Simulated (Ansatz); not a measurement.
# SO+ (quartet): PBE0, B3LYP over a scan of the distance O1–S2, 6-31G

Aim: run SO+ (quartet) with these functionals over a scan of the distance O1–S2, and hold them against the top wave-function level at the same points.

Computed with Ansatz 0.2.0, Gaussian basis. Level: 6-31G, all electrons in the functionals.

To be run: PBE0, B3LYP, at 1.284 Å; 1.513 Å; 1.643 Å; 1.818 Å; 1.989 Å; 2.314 Å; 2.688 Å; 3.035 Å; 3.589 Å; 4.409 Å; 5.611 Å.

28 further runs of the same task are left out: 5 for a known fault of the program, 17 that didn't finish, 6 set aside as unsound or not needed. Runs told in other sessions of the task aren't counted.

### 1 The system

The geometry derives from a PBE0/def2-TZVP stationary point (not a proven minimum). One bond is set to the value named and the two fragments are kept rigid.

2 atoms, charge 1, spin multiplicity 4.

Atoms are counted from 1 here; the program's logs count them from 0.

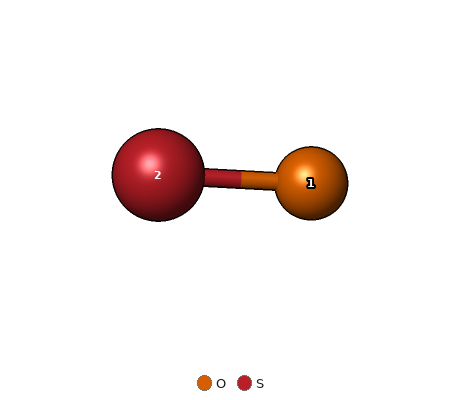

The structure; oxygen orange, sulfur red; atoms are numbered from 1 in the order of the file.

No dispersion term is added. B3LYP takes the VWN-RPA correlation.

The geometry shown and the zero of energy belong to the point 1.643 Å. The yardstick, FCI, and other wave-function levels (R restricted, U unrestricted, valence and pair active spaces) come from earlier runs.

### 2 PBE0, 1.284 Å

The input, in.yaml:

```yaml
crystal:
  periodic: [false, false, false]
  atoms:
    - {symbol: O, position_ang: [0.000000, 0.000000, 0.000000]}
    - {symbol: S, position_ang: [0.000000, 0.000000, 1.284000]}
basis:
  gaussian: {orbitals: 6-31G}
total_charge: 1
magnetization: {spin_polarized: true, initial_magnetization: 3}
hamiltonian: {xc: {name: PBE0}}
output: {forces: true, orbitals: {seedname: orbitals}}
```

Launch:

```sh
> ansatz run in.yaml --threads 1 --pin off --events-out ev --progress --plain --max-ram 2393MiB
```

The program printed:

```text
Functional definition: PBE0
  name "PBE0"
  cite "Adamo & Barone, J. Chem. Phys. 110, 6158 (1999) doi:10.1063/1.478522"
  cite "Perdew, Burke & Ernzerhof, Phys. Rev. Lett. 77, 3865 (1996) doi:10.1103/PhysRevLett.77.3865"
  parent pbe
  parameter a = 0.25
  parameter kappa = 0.804
  parameter beta = 0.06672455060314922
  exchange = (1 - a)*pbe_x(kappa = kappa, mu = beta*pi^2/3) + a*exact_x
  correlation = pbe_c(beta = beta)
220 factors; integrals over basis functions are off by at most 1.4e-4 eV
mean field evaluation 1: about -12838.4845 eV, gradient 5.9e1 eV
mean field evaluation 2: about -12801.5223 eV, gradient 1.0e2 eV
mean field evaluation 4: about -12852.9550 eV, gradient 5.0e0 eV
mean field evaluation 8: about -12853.1387 eV, gradient 3.6e-1 eV
mean field evaluation 16: about -12853.1395 eV, gradient 3.1e-6 eV
mean field -12853.13954391 eV, -472.3441660676 hartree, gradient 3.1e-6 eV, S^2 3.755096; 1 other end points of the search recorded, 0 dependent functions left out
the calculation of the forces begins
reference -12853.13955925 eV, -472.3441666316 hartree; 13, 10 occupied and 9, 12 virtual orbitals, 220 factors
Total energy: -12853.13955925 eV, -472.3441666316 hartree
Atom 0 at     0.000000     0.000000     0.000000 Å, force    -0.000000     0.000000   -35.080991 eV/Å
Atom 1 at     0.000000     0.000000     1.284000 Å, force     0.000000    -0.000000    35.080991 eV/Å
Dipole moment:     0.000000     0.000000     0.291569 e Å
```

Run time: 0.66 s. Hardware: 1 thread of Arm Neoverse V1, shared host.

From the report: ⟨S²⟩ of the determinant 3.755 (pure quartet: 3.75).

### 3 PBE0, 1.513 Å

The input, in.yaml:

```yaml
crystal:
  periodic: [false, false, false]
  atoms:
    - {symbol: O, position_ang: [0.000000, 0.000000, 0.000000]}
    - {symbol: S, position_ang: [0.000000, 0.000000, 1.513000]}
basis:
  gaussian: {orbitals: 6-31G}
total_charge: 1
magnetization: {spin_polarized: true, initial_magnetization: 3}
hamiltonian: {xc: {name: PBE0}}
output: {orbitals: {seedname: orbitals}}
```

Launched as before.

The program printed (excerpt; [...] marks lines left out):

```text
Functional definition: PBE0
  name "PBE0"
  cite "Adamo & Barone, J. Chem. Phys. 110, 6158 (1999) doi:10.1063/1.478522"
  cite "Perdew, Burke & Ernzerhof, Phys. Rev. Lett. 77, 3865 (1996) doi:10.1103/PhysRevLett.77.3865"
  parent pbe
[...]
218 factors; integrals over basis functions are off by at most 1.7e-4 eV
[...]
mean field -12858.37448828 eV, -472.5365467251 hartree, gradient 8.1e-6 eV, S^2 3.754757; 4 other end points of the search recorded, 0 dependent functions left out
reference -12858.37450294 eV, -472.5365472636 hartree; 13, 10 occupied and 9, 12 virtual orbitals, 218 factors
Total energy: -12858.37450294 eV, -472.5365472636 hartree
```

Wall time 1.4 s (1 thread of Arm Neoverse V1, shared host).

From the report: ⟨S²⟩ of the determinant 3.755 (pure quartet: 3.75).

### 4 PBE0, 1.643 Å

The input, in.yaml:

```yaml
crystal:
  periodic: [false, false, false]
  atoms:
    - {symbol: O, position_ang: [0.000000, 0.000000, 0.000000]}
    - {symbol: S, position_ang: [0.000000, 0.000000, 1.642500]}
basis:
  gaussian: {orbitals: 6-31G}
total_charge: 1
magnetization: {spin_polarized: true, initial_magnetization: 3}
hamiltonian: {xc: {name: PBE0}}
output: {forces: true, orbitals: {seedname: orbitals}}
```

Same command.

The program printed (excerpt; [...] marks lines left out):

```text
Functional definition: PBE0
  name "PBE0"
  cite "Adamo & Barone, J. Chem. Phys. 110, 6158 (1999) doi:10.1063/1.478522"
  cite "Perdew, Burke & Ernzerhof, Phys. Rev. Lett. 77, 3865 (1996) doi:10.1103/PhysRevLett.77.3865"
  parent pbe
[...]
220 factors; integrals over basis functions are off by at most 1.8e-4 eV
[...]
mean field -12859.52988984 eV, -472.5790069493 hartree, gradient 8.6e-6 eV, S^2 3.754757; 4 other end points of the search recorded, 0 dependent functions left out
[...]
reference -12859.52990406 eV, -472.5790074719 hartree; 13, 10 occupied and 9, 12 virtual orbitals, 220 factors
Total energy: -12859.52990406 eV, -472.5790074719 hartree
Atom 0 at     0.000000     0.000000     0.000000 Å, force     0.000000     0.000000    -5.232065 eV/Å
Atom 1 at     0.000000     0.000000     1.642500 Å, force    -0.000000    -0.000000     5.232065 eV/Å
Dipole moment:    -0.000000     0.000000     0.335502 e Å
```

It took 1.4 s on 1 thread of Arm Neoverse V1, shared host.

From the report: ⟨S²⟩ of the determinant 3.755 (pure quartet: 3.75).

### 5 PBE0, 1.818 Å

The input, in.yaml:

```yaml
crystal:
  periodic: [false, false, false]
  atoms:
    - {symbol: O, position_ang: [0.000000, 0.000000, 0.000000]}
    - {symbol: S, position_ang: [0.000000, 0.000000, 1.818000]}
basis:
  gaussian: {orbitals: 6-31G}
total_charge: 1
magnetization: {spin_polarized: true, initial_magnetization: 3}
hamiltonian: {xc: {name: PBE0}}
output: {orbitals: {seedname: orbitals}}
```

The command is unchanged.

The program printed:

```text
Functional definition: PBE0
  name "PBE0"
  cite "Adamo & Barone, J. Chem. Phys. 110, 6158 (1999) doi:10.1063/1.478522"
  cite "Perdew, Burke & Ernzerhof, Phys. Rev. Lett. 77, 3865 (1996) doi:10.1103/PhysRevLett.77.3865"
  parent pbe
  parameter a = 0.25
  parameter kappa = 0.804
  parameter beta = 0.06672455060314922
  exchange = (1 - a)*pbe_x(kappa = kappa, mu = beta*pi^2/3) + a*exact_x
  correlation = pbe_c(beta = beta)
218 factors; integrals over basis functions are off by at most 1.9e-4 eV
mean field evaluation 1: about -12851.8262 eV, gradient 4.0e1 eV
mean field evaluation 2: about -12802.9491 eV, gradient 8.9e1 eV
mean field evaluation 4: about -12859.6770 eV, gradient 5.5e0 eV
mean field evaluation 8: about -12859.8776 eV, gradient 7.9e-2 eV
mean field evaluation 16: about -12859.8777 eV, gradient 1.9e-5 eV
mean field -12859.87768745 eV, -472.5917882756 hartree, gradient 1.9e-5 eV, S^2 3.754736; 0 other end points of the search recorded, 0 dependent functions left out
reference -12859.87770158 eV, -472.5917887950 hartree; 13, 10 occupied and 9, 12 virtual orbitals, 218 factors
Total energy: -12859.87770158 eV, -472.5917887950 hartree
```

It took 0.57 s on 1 thread of Arm Neoverse V1, shared host.

From the report: ⟨S²⟩ of the determinant 3.755 (pure quartet: 3.75).

From 1.643 Å: -33.6 kJ/mol.

### 6 PBE0, 1.989 Å

in.yaml: that of step 5 with these lines changed.

```diff
@@ -4,3 +4,3 @@
     - {symbol: O, position_ang: [0.000000, 0.000000, 0.000000]}
-    - {symbol: S, position_ang: [0.000000, 0.000000, 1.818000]}
+    - {symbol: S, position_ang: [0.000000, 0.000000, 1.989000]}
 basis:
```

Same command.

The program printed (excerpt; [...] marks lines left out):

```text
Functional definition: PBE0
  name "PBE0"
  cite "Adamo & Barone, J. Chem. Phys. 110, 6158 (1999) doi:10.1063/1.478522"
  cite "Perdew, Burke & Ernzerhof, Phys. Rev. Lett. 77, 3865 (1996) doi:10.1103/PhysRevLett.77.3865"
  parent pbe
[...]
219 factors; integrals over basis functions are off by at most 1.9e-4 eV
[...]
mean field -12859.55152253 eV, -472.5798019359 hartree, gradient 1.5e-5 eV, S^2 3.755325; 3 other end points of the search recorded, 0 dependent functions left out
reference -12859.55153678 eV, -472.5798024595 hartree; 13, 10 occupied and 9, 12 virtual orbitals, 219 factors
Total energy: -12859.55153678 eV, -472.5798024595 hartree
```

It took 0.69 s on 1 thread of Arm Neoverse V1, shared host.

From the report: ⟨S²⟩ of the determinant 3.755 (pure quartet: 3.75).

From 1.643 Å: -2.1 kJ/mol.

### 7 PBE0, 2.314 Å

The input, in.yaml:

```yaml
crystal:
  periodic: [false, false, false]
  atoms:
    - {symbol: O, position_ang: [0.000000, 0.000000, 0.000000]}
    - {symbol: S, position_ang: [0.000000, 0.000000, 2.314000]}
basis:
  gaussian: {orbitals: 6-31G}
total_charge: 1
magnetization: {spin_polarized: true, initial_magnetization: 3}
hamiltonian: {xc: {name: PBE0}}
output: {forces: true, orbitals: {seedname: orbitals}}
```

Launched as before.

The program printed (excerpt; [...] marks lines left out):

```text
Functional definition: PBE0
  name "PBE0"
  cite "Adamo & Barone, J. Chem. Phys. 110, 6158 (1999) doi:10.1063/1.478522"
  cite "Perdew, Burke & Ernzerhof, Phys. Rev. Lett. 77, 3865 (1996) doi:10.1103/PhysRevLett.77.3865"
  parent pbe
[...]
218 factors; integrals over basis functions are off by at most 2.1e-4 eV
[...]
mean field -12858.57453408 eV, -472.5438982727 hartree, gradient 2.3e-6 eV, S^2 4.200757; 17 other end points of the search recorded, 0 dependent functions left out
[...]
reference -12858.57454991 eV, -472.5438988543 hartree; 13, 10 occupied and 9, 12 virtual orbitals, 218 factors
Total energy: -12858.57454991 eV, -472.5438988543 hartree
Atom 0 at     0.000000     0.000000     0.000000 Å, force     0.000000    -0.000000     1.826781 eV/Å
Atom 1 at     0.000000     0.000000     2.314000 Å, force    -0.000000     0.000000    -1.826781 eV/Å
Dipole moment:     0.009313    -0.000093     0.478120 e Å
```

Run time: 4.2 s. Hardware: 1 thread of Arm Neoverse V1, shared host.

From the report: ⟨S²⟩ of the determinant 4.201 (pure quartet: 3.75).

From 1.643 Å: +92.2 kJ/mol.

### 8 PBE0, 2.688 Å

in.yaml: that of step 7 with these lines changed.

```diff
@@ -4,3 +4,3 @@
     - {symbol: O, position_ang: [0.000000, 0.000000, 0.000000]}
-    - {symbol: S, position_ang: [0.000000, 0.000000, 2.314000]}
+    - {symbol: S, position_ang: [0.000000, 0.000000, 2.688000]}
 basis:
```

The command is unchanged.

The program printed (excerpt; [...] marks lines left out):

```text
Functional definition: PBE0
  name "PBE0"
  cite "Adamo & Barone, J. Chem. Phys. 110, 6158 (1999) doi:10.1063/1.478522"
  cite "Perdew, Burke & Ernzerhof, Phys. Rev. Lett. 77, 3865 (1996) doi:10.1103/PhysRevLett.77.3865"
  parent pbe
[...]
218 factors; integrals over basis functions are off by at most 2.2e-4 eV
[...]
mean field -12858.42951339 eV, -472.5385688604 hartree, gradient 7.8e-8 eV, S^2 4.746849; 16 other end points of the search recorded, 0 dependent functions left out
[...]
reference -12858.42952833 eV, -472.5385694095 hartree; 13, 10 occupied and 9, 12 virtual orbitals, 218 factors
Total energy: -12858.42952833 eV, -472.5385694095 hartree
Atom 0 at     0.000000     0.000000     0.000000 Å, force     0.000000     0.000000     0.245857 eV/Å
Atom 1 at     0.000000     0.000000     2.688000 Å, force    -0.000000    -0.000000    -0.245857 eV/Å
Dipole moment:     0.000000     0.000000     0.152623 e Å
```

Wall time 5.5 s (1 thread of Arm Neoverse V1, shared host).

From the report: ⟨S²⟩ of the determinant 4.747 (pure quartet: 3.75). The determinant of PBE0 (⟨S²⟩ 4.75) is far from a pure spin state, so its energy mixes those of several spin states; that is harmless only where they are near-degenerate.

From 1.643 Å: +106.2 kJ/mol.

### 9 PBE0, 3.035 Å

in.yaml: that of step 8 with these lines changed.

```diff
@@ -4,3 +4,3 @@
     - {symbol: O, position_ang: [0.000000, 0.000000, 0.000000]}
-    - {symbol: S, position_ang: [0.000000, 0.000000, 2.688000]}
+    - {symbol: S, position_ang: [0.000000, 0.000000, 3.035000]}
 basis:
```

Launched as before.

The program printed (excerpt; [...] marks lines left out):

```text
Functional definition: PBE0
  name "PBE0"
  cite "Adamo & Barone, J. Chem. Phys. 110, 6158 (1999) doi:10.1063/1.478522"
  cite "Perdew, Burke & Ernzerhof, Phys. Rev. Lett. 77, 3865 (1996) doi:10.1103/PhysRevLett.77.3865"
  parent pbe
[...]
215 factors; integrals over basis functions are off by at most 2.6e-4 eV
[...]
mean field -12858.29782228 eV, -472.5337293016 hartree, gradient 4.4e-6 eV, S^2 4.753461; 17 other end points of the search recorded, 0 dependent functions left out
[...]
reference -12858.29783696 eV, -472.5337298409 hartree; 13, 10 occupied and 9, 12 virtual orbitals, 215 factors
Total energy: -12858.29783696 eV, -472.5337298409 hartree
Atom 0 at     0.000000     0.000000     0.000000 Å, force    -0.000000     0.000000     0.430098 eV/Å
Atom 1 at     0.000000     0.000000     3.035000 Å, force     0.000000    -0.000000    -0.430098 eV/Å
Dipole moment:     0.000000     0.000000     0.230627 e Å
```

Wall time 4.8 s (1 thread of Arm Neoverse V1, shared host).

From the report: ⟨S²⟩ of the determinant 4.753 (pure quartet: 3.75). The determinant of PBE0 (⟨S²⟩ 4.75) is far from a pure spin state, so its energy mixes those of several spin states; that is harmless only where they are near-degenerate.

From 1.643 Å: +118.9 kJ/mol.

The fields below are evaluated on a grid from the run's orbitals.

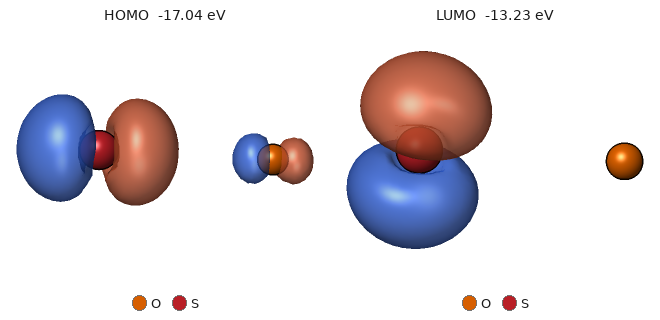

Frontier orbitals at PBE0/6-31G (alpha spin); each surface holds 70 % of the orbital's density, blue and red mark the sign.

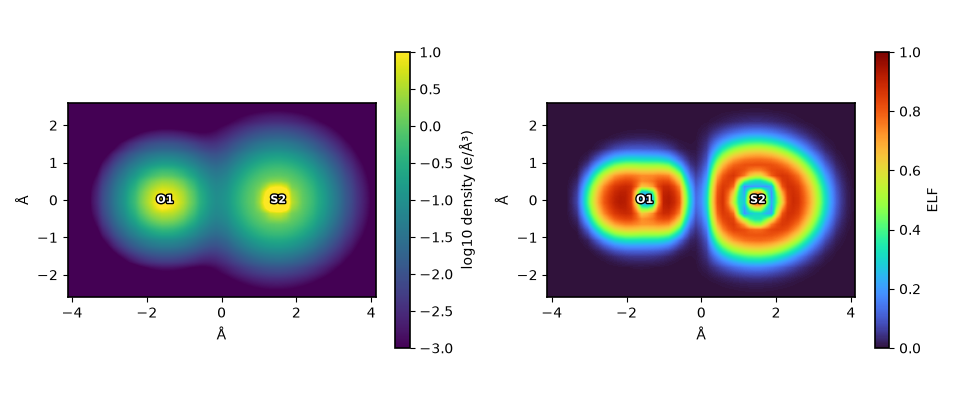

Density (left) and ELF (right) in a plane through or near 2 of the atoms.

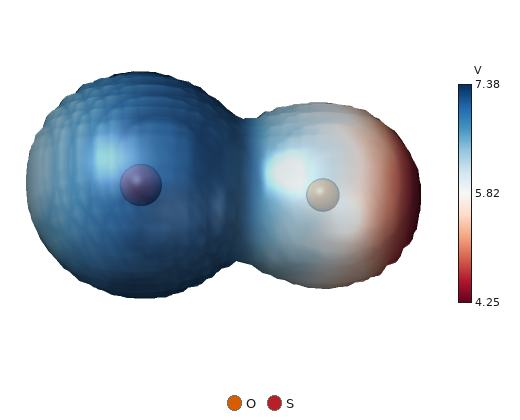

The potential that a unit positive charge feels on the 0.002 e/bohr³ surface, from 4.25 V near O1 to 7.38 V near S2.

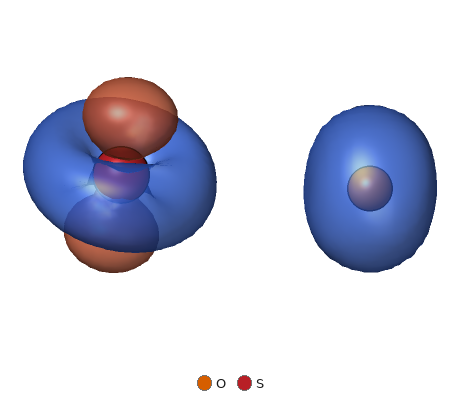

Spin density at ±0.1 e/Å³ (alpha excess blue, beta excess red).

### 10 PBE0, 3.589 Å

The input, in.yaml:

```yaml
crystal:
  periodic: [false, false, false]
  atoms:
    - {symbol: O, position_ang: [0.000000, 0.000000, 0.000000]}
    - {symbol: S, position_ang: [0.000000, 0.000000, 3.589000]}
basis:
  gaussian: {orbitals: 6-31G}
total_charge: 1
magnetization: {spin_polarized: true, initial_magnetization: 3}
hamiltonian: {xc: {name: PBE0}}
output: {orbitals: {seedname: orbitals}}
```

Launched as before.

The program printed (excerpt; [...] marks lines left out):

```text
Functional definition: PBE0
  name "PBE0"
  cite "Adamo & Barone, J. Chem. Phys. 110, 6158 (1999) doi:10.1063/1.478522"
  cite "Perdew, Burke & Ernzerhof, Phys. Rev. Lett. 77, 3865 (1996) doi:10.1103/PhysRevLett.77.3865"
  parent pbe
[...]
215 factors; integrals over basis functions are off by at most 4.3e-4 eV
[...]
mean field -12858.09751445 eV, -472.5263681246 hartree, gradient 1.5e-6 eV, S^2 4.754407; 20 other end points of the search recorded, 0 dependent functions left out
reference -12858.09752986 eV, -472.5263686908 hartree; 13, 10 occupied and 9, 12 virtual orbitals, 215 factors
Total energy: -12858.09752986 eV, -472.5263686908 hartree
```

It took 7 s on 1 thread of Arm Neoverse V1, shared host.

From the report: ⟨S²⟩ of the determinant 4.754 (pure quartet: 3.75). The determinant of PBE0 (⟨S²⟩ 4.75) is far from a pure spin state, so its energy mixes those of several spin states; that is harmless only where they are near-degenerate.

From 1.643 Å: +138.2 kJ/mol.

### 11 PBE0, 4.409 Å

The input, in.yaml:

```yaml
crystal:
  periodic: [false, false, false]
  atoms:
    - {symbol: O, position_ang: [0.000000, 0.000000, 0.000000]}
    - {symbol: S, position_ang: [0.000000, 0.000000, 4.409000]}
basis:
  gaussian: {orbitals: 6-31G}
total_charge: 1
magnetization: {spin_polarized: true, initial_magnetization: 3}
hamiltonian: {xc: {name: PBE0}}
output: {forces: true, orbitals: {seedname: orbitals}}
```

Same command.

The program printed (excerpt; [...] marks lines left out):

```text
Functional definition: PBE0
  name "PBE0"
  cite "Adamo & Barone, J. Chem. Phys. 110, 6158 (1999) doi:10.1063/1.478522"
  cite "Perdew, Burke & Ernzerhof, Phys. Rev. Lett. 77, 3865 (1996) doi:10.1103/PhysRevLett.77.3865"
  parent pbe
[...]
215 factors; integrals over basis functions are off by at most 2.5e-4 eV
[...]
mean field -12857.98564647 eV, -472.5222570520 hartree, gradient 1.5e-8 eV, S^2 4.753593; 19 other end points of the search recorded, 0 dependent functions left out
[...]
reference -12857.98566316 eV, -472.5222576653 hartree; 13, 10 occupied and 9, 12 virtual orbitals, 215 factors
Total energy: -12857.98566316 eV, -472.5222576653 hartree
Atom 0 at     0.000000     0.000000     0.000000 Å, force     0.000000     0.000000     0.037197 eV/Å
Atom 1 at     0.000000     0.000000     4.409000 Å, force    -0.000000    -0.000000    -0.037197 eV/Å
Dipole moment:    -0.000000     0.000000     0.353935 e Å
```

Run time: 7 s. Hardware: 1 thread of Arm Neoverse V1, shared host.

From the report: ⟨S²⟩ of the determinant 4.754 (pure quartet: 3.75). The determinant of PBE0 (⟨S²⟩ 4.75) is far from a pure spin state, so its energy mixes those of several spin states; that is harmless only where they are near-degenerate.

From 1.643 Å: +149.0 kJ/mol.

### 12 PBE0, 5.611 Å

in.yaml: that of step 11 with these lines changed.

```diff
@@ -4,3 +4,3 @@
     - {symbol: O, position_ang: [0.000000, 0.000000, 0.000000]}
-    - {symbol: S, position_ang: [0.000000, 0.000000, 4.409000]}
+    - {symbol: S, position_ang: [0.000000, 0.000000, 5.611000]}
 basis:
```

The command is unchanged.

The program printed (excerpt; [...] marks lines left out):

```text
Functional definition: PBE0
  name "PBE0"
  cite "Adamo & Barone, J. Chem. Phys. 110, 6158 (1999) doi:10.1063/1.478522"
  cite "Perdew, Burke & Ernzerhof, Phys. Rev. Lett. 77, 3865 (1996) doi:10.1103/PhysRevLett.77.3865"
  parent pbe
[...]
215 factors; integrals over basis functions are off by at most 2.1e-4 eV
[...]
mean field -12858.00947622 eV, -472.5231327791 hartree, gradient 2.9e-9 eV, S^2 4.753253; 19 other end points of the search recorded, 0 dependent functions left out
[...]
reference -12858.00949423 eV, -472.5231334411 hartree; 13, 10 occupied and 9, 12 virtual orbitals, 215 factors
Total energy: -12858.00949423 eV, -472.5231334411 hartree
Atom 0 at     0.000000     0.000000     0.000000 Å, force     0.000000     0.000000    -0.045974 eV/Å
Atom 1 at     0.000000     0.000000     5.611000 Å, force    -0.000000    -0.000000     0.045974 eV/Å
Dipole moment:     0.000000     0.000000     0.359702 e Å
```

Wall time 10 s (1 thread of Arm Neoverse V1, shared host).

From the report: ⟨S²⟩ of the determinant 4.753 (pure quartet: 3.75). The determinant of PBE0 (⟨S²⟩ 4.75) is far from a pure spin state, so its energy mixes those of several spin states; that is harmless only where they are near-degenerate.

From 1.643 Å: +146.7 kJ/mol.

### 13 B3LYP, 1.284 Å

The input, in.yaml:

```yaml
crystal:
  periodic: [false, false, false]
  atoms:
    - {symbol: O, position_ang: [0.000000, 0.000000, 0.000000]}
    - {symbol: S, position_ang: [0.000000, 0.000000, 1.284000]}
basis:
  gaussian: {orbitals: 6-31G}
total_charge: 1
magnetization: {spin_polarized: true, initial_magnetization: 3}
hamiltonian: {xc: {name: B3LYP}}
```

Same command.

The program printed (excerpt; [...] marks lines left out):

```text
Functional definition: B3LYP
  name "B3LYP"
  cite "Stephens, Devlin, Chabalowski & Frisch, J. Phys. Chem. 98, 11623 (1994) doi:10.1021/j100096a001"
  cite "Becke, Phys. Rev. A 38, 3098 (1988) doi:10.1103/PhysRevA.38.3098"
  cite "Lee, Yang & Parr, Phys. Rev. B 37, 785 (1988) doi:10.1103/PhysRevB.37.785"
  cite "Vosko, Wilk & Nusair, Can. J. Phys. 58, 1200 (1980) doi:10.1139/p80-159"
[...]
220 factors; integrals over basis functions are off by at most 1.4e-4 eV
[...]
mean field -12859.48456469 eV, -472.5773412806 hartree, gradient 4.4e-5 eV, S^2 3.754599; 1 other end points of the search recorded, 0 dependent functions left out
reference -12859.48470169 eV, -472.5773463154 hartree; 13, 10 occupied and 9, 12 virtual orbitals, 220 factors
Total energy: -12859.48470169 eV, -472.5773463154 hartree
```

It took 0.57 s on 1 thread of Arm Neoverse V1, shared host.

From the report: ⟨S²⟩ of the determinant 3.755 (pure quartet: 3.75).

### 14 B3LYP, 1.513 Å

in.yaml: that of step 13 with these lines changed.

```diff
@@ -4,3 +4,3 @@
     - {symbol: O, position_ang: [0.000000, 0.000000, 0.000000]}
-    - {symbol: S, position_ang: [0.000000, 0.000000, 1.284000]}
+    - {symbol: S, position_ang: [0.000000, 0.000000, 1.513000]}
 basis:
```

The command is unchanged.

The program printed (excerpt; [...] marks lines left out):

```text
Functional definition: B3LYP
  name "B3LYP"
  cite "Stephens, Devlin, Chabalowski & Frisch, J. Phys. Chem. 98, 11623 (1994) doi:10.1021/j100096a001"
  cite "Becke, Phys. Rev. A 38, 3098 (1988) doi:10.1103/PhysRevA.38.3098"
  cite "Lee, Yang & Parr, Phys. Rev. B 37, 785 (1988) doi:10.1103/PhysRevB.37.785"
  cite "Vosko, Wilk & Nusair, Can. J. Phys. 58, 1200 (1980) doi:10.1139/p80-159"
[...]
218 factors; integrals over basis functions are off by at most 1.7e-4 eV
[...]
mean field -12864.68539060 eV, -472.7684681078 hartree, gradient 1.9e-5 eV, S^2 3.754337; 5 other end points of the search recorded, 0 dependent functions left out
reference -12864.68552655 eV, -472.7684731037 hartree; 13, 10 occupied and 9, 12 virtual orbitals, 218 factors
Total energy: -12864.68552655 eV, -472.7684731037 hartree
```

Run time: 1.5 s. Hardware: 1 thread of Arm Neoverse V1, shared host.

From the report: ⟨S²⟩ of the determinant 3.754 (pure quartet: 3.75).

(Part 1 of 2 ends here.)
